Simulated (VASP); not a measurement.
Band structure of SnS2 (1T layered). Method: AM05 GGA, VASP's PBE PAW potentials (set 64) (plane waves; VASP).

Without a dispersion term in the relaxation, distances and binding between the weakly bound layers, chains or molecules are unreliable, and so is what depends on them. Unless said otherwise, spin-orbit coupling is left out, though it shifts the bands of the heavy elements here.

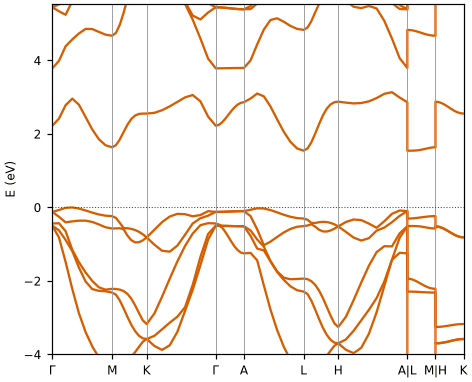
Figure. Bands along high-symmetry lines, zero at the valence-band maximum or, without a gap, the Fermi level

Problem. Read the plot: is there a gap, and where are the band edges?

Solution. The gap is indirect, 1.54 eV, from the valence maximum at Γ-M at 0.33 to the conduction minimum at L. (Edges off the drawn lines would not show.)

Measured: gap 2.18 eV (computed value off by -0.64 eV), as given by Joseph M. Gonzalez et al., Physical Review B (2016), arXiv:1609.04381.

The compound is SnS2 in the 1T layered structure. It was relaxed first, which changed the volume by +14 %.
